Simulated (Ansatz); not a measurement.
Energy over volume and axial ratio for WC (WC type, space group P-6m2)

WC (WC type, space group P-6m2)

```cif
data_CW
_chemical_formula_sum 'W1 C1'
_space_group_name_H-M_alt 'P-6m2'
_space_group_IT_number 187
_space_group_name_Hall 'P -6 2'
_cell_length_a 2.89847
_cell_length_b 2.89847
_cell_length_c 2.82774
_cell_angle_alpha 90.000
_cell_angle_beta 90.000
_cell_angle_gamma 120.000
loop_
_atom_site_label
_atom_site_type_symbol
_atom_site_symmetry_multiplicity
_atom_site_Wyckoff_symbol
_atom_site_fract_x
_atom_site_fract_y
_atom_site_fract_z
_atom_site_occupancy
W1 W 1 a 0.00000 0.00000 0.00000 1
C1 C 1 f 0.66667 0.33333 0.50000 1
```

Two coordinates are scanned: the volume, and the ratio of the stretch along z (the conventional c axis) to the stretch across it. Atoms keep their fractional coordinates.

These are PBEsol (plane waves to 420 eV, PAW, scalar-relativistic; Ansatz, a quantum-chemistry and plane-wave program) values and carry that method's errors. k mesh 18×18×16 (Γ-centred), Fermi-Dirac smearing 0.05 eV. E stands for the smeared free energy. With partly filled bands, the response to shear is sensitive to the k mesh, so small differences along c/a are uncertain. Spin-orbit coupling is left out, though W is heavy. WC is run without spin polarisation. WC was relaxed with its symmetry unable to fall. The zero of ΔE is the relaxed starting cell.

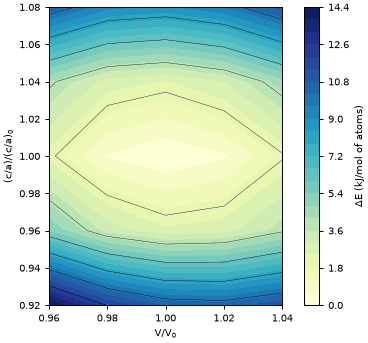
ΔE (kJ/mol of atoms) over the 5×5 grid of computed points.

The modulus against c/a change at fixed volume, (3/4V)·∂²E/∂(ln c/a)² (fit, atoms clamped) is 370 GPa. Highest place on the grid: V/V₀ = 0.960, (c/a)/(c/a)₀ = 0.920 (149 meV/atom). Lowest place on the grid: V/V₀ = 1.000, (c/a)/(c/a)₀ = 1.000 (0 meV/atom).

Near the relaxed cell σzz − σxx = −2Cδ (compression positive), C being this modulus and δ the logarithm of the ratio.

(Under strain, the slope of the energy per volume gives the stress and its curvature an elastic modulus.)
